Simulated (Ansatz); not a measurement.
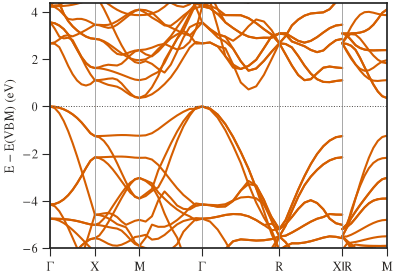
Band structure from DFT-r²SCAN in the program Ansatz with PAW potentials

Question: Read off the gap and where the band edges lie.

Answer: About 0.4 eV (0.36 eV by a search for the band edges); maximum at Γ, minimum at M.

Question: Pick the material that matches.
A) YB3C3, Pm-3n (Y on 2a, B on 6d, C on 6c)
B) ZnO, Pm-3n (Zn on 6c, O on 6d)
C) BaTiO3, cubic perovskite

Answer: A, YB3C3, Pm-3n (Y on 2a, B on 6d, C on 6c)

The start of the workflow was typed in or built on a structure type; neither database checked (COD, Materials Project) lists it. Its standing as an ambient phase is unchecked. The r²SCAN relaxation kept the symmetry of its start; whether a distortion lowers the energy is not shown. No spin polarisation was allowed. Scalar-relativistic: spin–orbit coupling is off unless named, which matters more the heavier the elements.

Potentials: the earlier of the program's two PAW sets.
